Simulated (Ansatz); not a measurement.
Input file:

```
crystal:
  periodic: [false, false, false]
  atoms:
    - {symbol: C, position_ang: [0.772680, 1.667992, 1.772186]}
    - {symbol: S, position_ang: [-0.295780, 0.217504, 2.145466]}
    - {symbol: Si, position_ang: [-0.702242, -0.652289, 0.355288]}
    - {symbol: H, position_ang: [0.974276, 1.776647, 0.699291]}
    - {symbol: H, position_ang: [1.705158, 1.511451, 2.331513]}
    - {symbol: H, position_ang: [0.240151, 2.546644, 2.161093]}
    - {symbol: H, position_ang: [-0.160509, -0.093126, -0.903096]}
    - {symbol: H, position_ang: [-1.557718, -1.853460, 0.409388]}
basis:
  gaussian:
    orbitals: def2-TZVPD
total_charge: 1
magnetization:
  spin_polarized: false
hamiltonian:
  xc: {name: PBE0}
output: {forces: true, orbitals: {seedname: orbitals}}
```

Run with:

```sh
ansatz run input.yaml --threads 1 --pin off --max-ram 2610MiB --events-out events.jsonl --progress --plain --runs-dir runs
```

Geometry: r2SCAN-D4/def2-SVP.

Level of theory: Ansatz 0.2.0, isolated molecule in a Gaussian basis; Kohn-Sham density functional theory, functional PBE0.

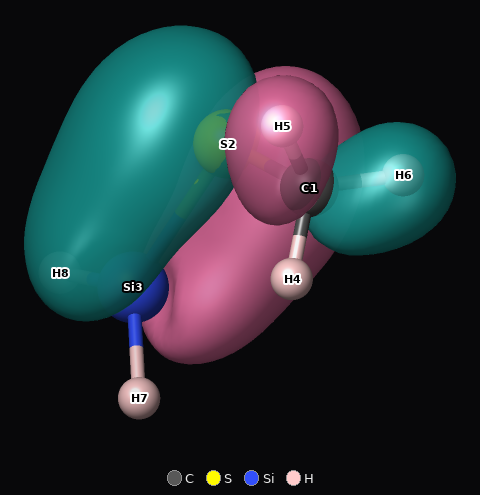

CH₅SSi (SMILES C[S+]=[SiH2]) (charge +1). One frontier orbital at ±0.1 Å⁻³ᐟ² (teal and pink are the two phases), seen at an oblique angle.

Which orbital is it: HOMO or LUMO?

Answer. The HOMO, at −13.79 eV. Its weight (Hirshfeld) is mainly on S2 (about 60 %), Si3 (about 20 %) and C1 (about 10 %).
